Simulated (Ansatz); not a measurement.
## Electronic structure of CH3Cu (triplet) in real space

Input

```
basis:
  gaussian: {orbitals: def2-TZVPD}
crystal:
  periodic: [false, false, false]
  atoms:
    - symbol: C
      position_ang: [-0.454424, -2.797635, 0.467544]
    - symbol: Cu
      position_ang: [-0.680659, -1.963076, 2.308043]
    - symbol: H
      position_ang: [0.407727, -2.285557, 0.013875]
    - symbol: H
      position_ang: [-0.273406, -3.868198, 0.647739]
    - symbol: H
      position_ang: [-1.398650, -2.604064, -0.063785]
magnetization: {spin_polarized: true, initial_magnetization: 2}
hamiltonian: {xc: pbe0}
output: {forces: true, orbitals: {seedname: orbitals}}
```

Launched as:

```sh
ansatz run input.yaml --threads 1 --pin off --max-ram 2610MiB --events-out events.jsonl --progress --plain --runs-dir runs
```

Geometry: B3LYP-D3(BJ)/def2-SVP.

These are results of isolated molecule in a Gaussian basis; Kohn-Sham density functional theory, functional PBE0 in Ansatz 0.2.0, not measurements.

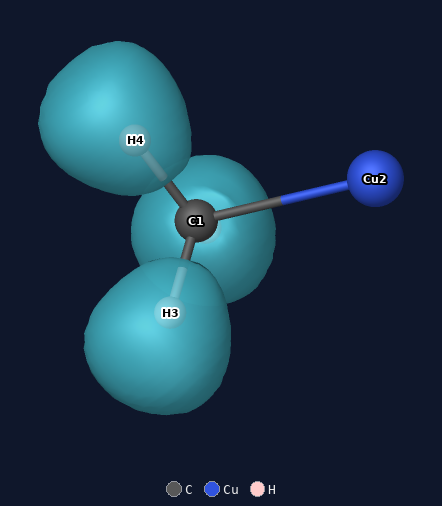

Figure 1. Isosurface of the ELF at 0.9 (cyan), seen at an oblique angle. Only the valence region is drawn (cores and ρ < 0.01 e/Å³ removed).

### Identify the bonds, lone pairs and shells in this picture.

At this value the surface marks out three regions around hydrogen nuclei.


C–Cu (2.03 Å): the ELF peaks at about 0.85 in the valence shell of C, 0.7 Å from its nucleus, and is about 0.45 at the midpoint. C–H (1.10 Å): the ELF climbs to about 1 towards the hydrogen, as it does in any bond to H: a covalent bond by its length.

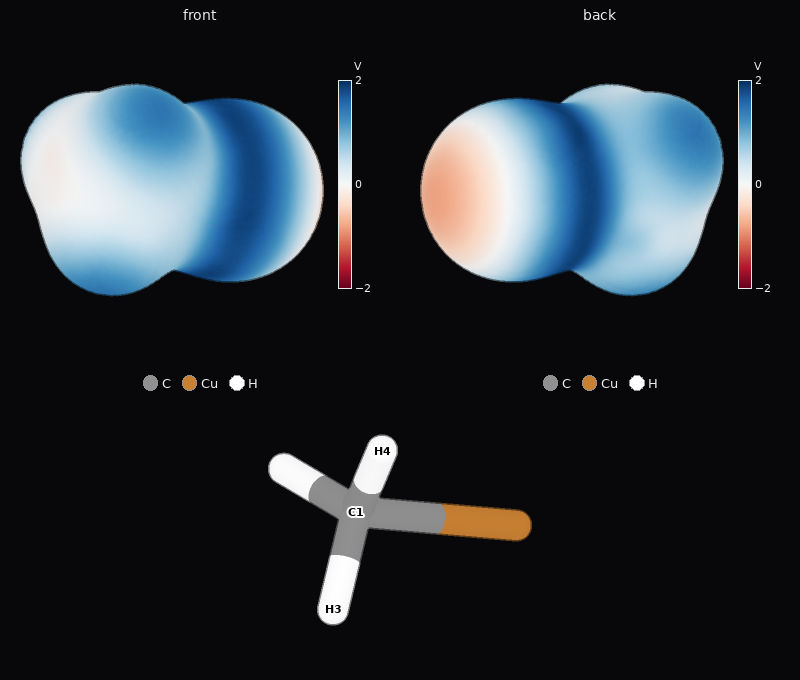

Figure 2. The molecular electrostatic potential painted on the density surface at 0.004 e/bohr³, seen from the front and from behind; the colour scale runs from red (negative) to blue (positive). The bare structure is drawn below in the same view.

### Describe the electrostatic potential map.

The most negative region (about −0.8 V) lies over C1, the most positive (about +1.9 V) over Cu2.

### How polar is the molecule by this calculation?

Its dipole moment is 1.42 D.

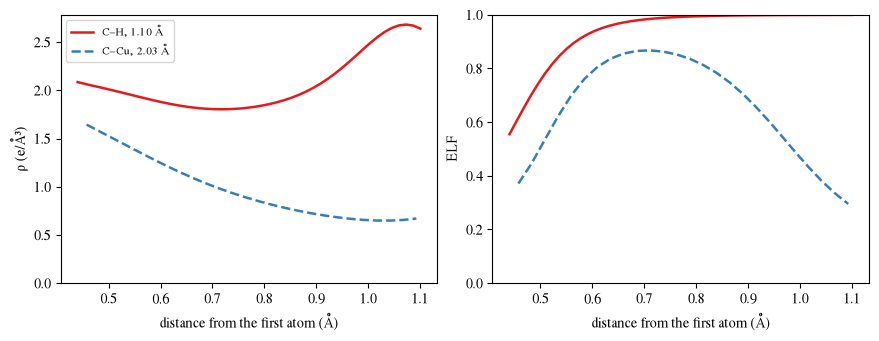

Figure 3. Electron density and electron localisation function along straight lines between neighbouring atoms. The curves leave out the atomic cores.

### What can be read from the curves?

C–H (1.10 Å): the density is about 1.9 e/Å³ at the midpoint; the ELF climbs to about 1 towards the hydrogen: an ordinary covalent bond to hydrogen.
C–Cu (2.03 Å): the density is about 0.65 e/Å³ at the midpoint; the ELF peaks at about 0.85 in the valence shell of C, 0.7 Å from its nucleus, and is about 0.45 at the midpoint.
